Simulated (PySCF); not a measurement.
## Atomic calculation, with input and output: Au⁺

System: Au⁺, configuration 1s2 2s2 2p6 3s2 3p6 3d10 4s2 4p6 4d10 4f14 5s2 5p6 5d10, multiplicity 1.
Method: unrestricted M06-2X, jorge-DZP-DKH, non-relativistic, point nucleus (PySCF).

Input file:
```python
from pyscf import gto, scf, dft, mp, cc
import basis_set_exchange as bse
mol = gto.M(atom="Au 0 0 0", charge=1, spin=0, symmetry="D2h",
            basis=gto.basis.parse(bse.get_basis("jorge-DZP-DKH", elements=["Au"], fmt="nwchem", header=False)))
mf = dft.UKS(mol, xc="M062X")
mf.irrep_nelec = {'Ag': (11, 11), 'B1g': (3, 3), 'B2g': (3, 3), 'B3g': (3, 3), 'Au': (1, 1), 'B1u': (6, 6), 'B2u': (6, 6), 'B3u': (6, 6)}
mf.kernel()
```

The script is an equivalent of what the driver set up; the driver started from orbitals of its own, so the log can be shorter than this script's would be, and it computed the properties (radii, ⟨L²⟩, response) afterwards. It held the occupations shell by shell, which the script's counts by irreducible representation don't always enforce.

Hardware: 1 thread of Arm Neoverse N1, 40 GiB of memory available, shared host.

The run was one of a batch that the task file lists, launched with:
```bash
OMP_NUM_THREADS=1 python <driver script> TASK.json OUT
```

Log (extracts):
```
damping factor = 0
level_shift factor = 0
DIIS = <class 'pyscf.scf.diis.CDIIS'>
diis_start_cycle = 1
diis_space = 10
diis_damp = 0
SCF conv_tol = 1e-09
SCF conv_tol_grad = None
number electrons alpha = 39  beta = 39
XC functionals = M062X
    Y. Zhao and D. G. Truhlar.,  Theor. Chem. Acc. 120, 215 (2008)
    Y. Zhao and D. G. Truhlar.,  Theor. Chem. Acc. 120, 215 (2008)
cycle= 1 E= -17382.2072809446  delta_E= -0.021  |g|= 0.109  |ddm|= 0.609
cycle= 2 E= -17382.2077187323  delta_E= -0.000438  |g|= 0.0844  |ddm|= 0.147
cycle= 3 E= -17382.2088938006  delta_E= -0.00118  |g|= 0.00488  |ddm|= 0.0813
cycle= 4 E= -17382.2088984677  delta_E= -4.67e-06  |g|= 0.000273  |ddm|= 0.00377
cycle= 5 E= -17382.2088984845  delta_E= -1.68e-08  |g|= 6.85e-06  |ddm|= 0.000408
cycle= 6 E= -17382.2088984845  delta_E= 3.64e-12  |g|= 1.97e-07  |ddm|= 1.53e-05
converged SCF energy = -17382.2088984845  <S^2> = -7.1054274e-15  2S+1 = 1
```

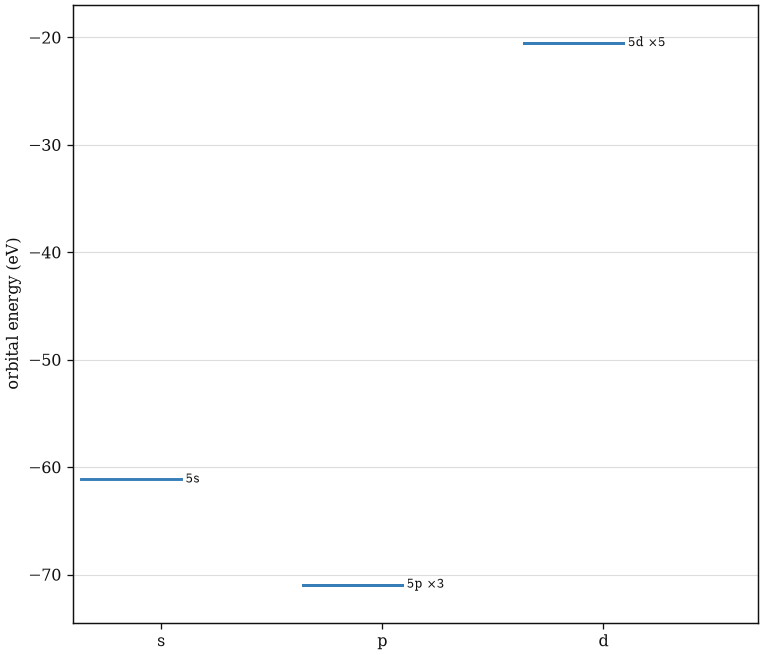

Orbital energies of the mean field, from the top down to −70.9 eV, by angular momentum; ×n counts the orbitals under one label. The highest filled orbital is 5d at −20.5 eV, the lowest empty one s at −5.52 eV.

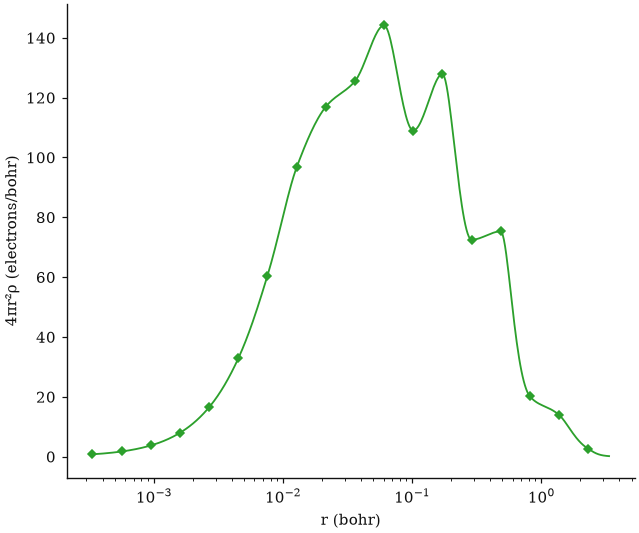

Spherically averaged radial density 4πr²ρ of the mean field; markers are the stored points, which are sparse, and the line is a monotone interpolation between them. The largest stored value is 144 electrons/bohr at r = 0.061 bohr. Root-mean-square radii of the shells: 4d 0.507, 4f 0.528, 4s 0.577, 5p 1.21, 5d 1.64, 5s 1.73 bohr.

Outcome:

```
      quantity                value
       outcome            converged
  total energy  −17382.2089 hartree
kinetic energy   18101.5727 hartree
SCF iterations                    6
     wall time                7.7 s
```

What is odd here:

The input is odd on purpose: basis contracted for another Hamiltonian. The program ran to the end. Its numbers are those of this setting; this run alone doesn't show how far the oddity moves them. Relativity is left out, which matters for an atom this heavy.
